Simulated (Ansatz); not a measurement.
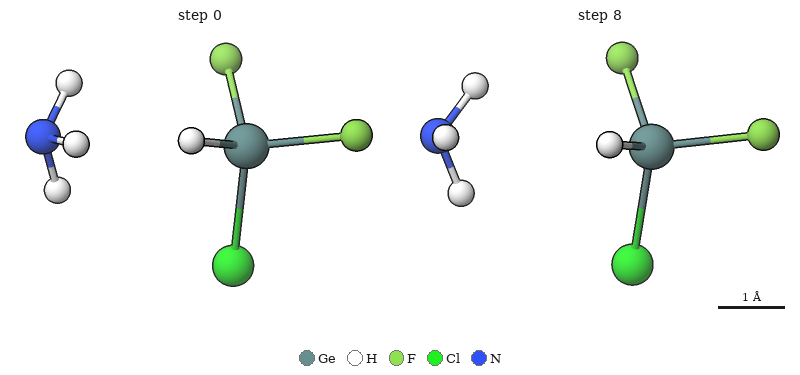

The structure of GeNH$_{4}$ClF$_{2}$ before (left) and after (right) a relaxation, at one scale.

Style: ball-and-stick. Shown at a tilt.

The run prepares an end point of a later path (reaction) calculation, from a guessed geometry.

The calculation used Ansatz 0.2.0, RKS r2SCAN/def2-SVP. Settings: no spin polarisation; force threshold 0.03 eV/Å; at most 50 steps.

What changed between the two?

The energy falls by 0.109 eV in 6 accepted moves (8 points after the start). Largest force component: 0.79 eV/Å at the start, 0.025 eV/Å at the end. The line search rejected the trial steps at points 3, 6 of the run. An H atom moves most after the best rigid fit: 0.48 Å. By element the largest moves are H 0.48 Å, F 0.19 Å, N 0.16 Å, Ge 0.09 Å, Cl 0.03 Å. Some distances before and after: Ge–H 1.538 → 1.517 Å, H–N 1.036 → 1.018 Å. The run took 21 s on 4 threads of Arm Neoverse V2, on a shared host, peak memory 0.2 GiB.
